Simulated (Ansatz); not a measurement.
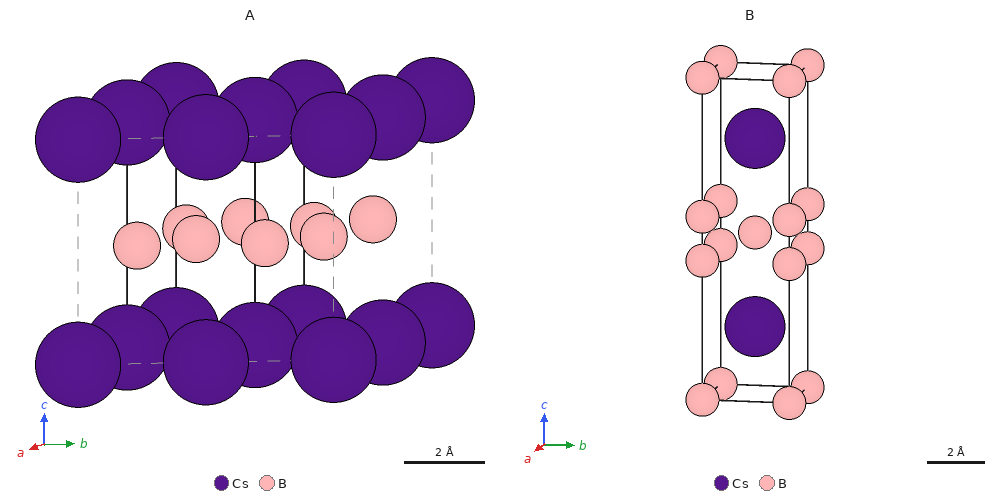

Two structures of CsB$_{2}$, each relaxed to rest (conventional cells in solid outline, small ones repeated, not to one scale). Method: DFT PBE, scalar-relativistic, plane waves, PAW in Ansatz, without spin polarisation.

Question: What are the two structures?

Answer: A: AlB₂ type, P6/mmm. B: 6 atoms a cell on a primitive tetragonal lattice, P4/mmm.

Question: What is the energy order of the two?

Answer: A is lower, by 1094 meV/atom at this level of theory (energies at zero smearing). Volumes: A 17.3, B 19.2 Å³/atom.

One or both may be structure types tried for this composition rather than known phases.
